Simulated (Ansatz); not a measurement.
**Re: pressure series**

Base system: Re in the hcp (Mg type) structure (space group P6_3/mmc, No. 194; a = 2.775 Å, c = 4.483 Å).

Cell and atoms are relaxed at each pressure.

Levels (all Ansatz, an electronic-structure program, PAW): PBE (420 eV, no SOC); PBEsol (420 eV, no spin-orbit coupling).

The base cell above is that of PBE; each level relaxes its own structures.

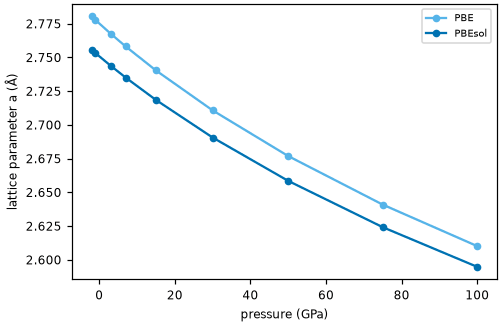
Figure. Lattice parameter a under two levels

Q: How do the two levels compare along the series?

A: PBE lies above PBEsol in every row, by 0.015 Å to 0.025 Å. They put the cases in the same order.

Load acts through the strain it causes; cell and atoms are relaxed under it. Whether these cells are dynamically stable was not tested. Competing high-pressure phases were not computed. The final runs are not spin-polarised.
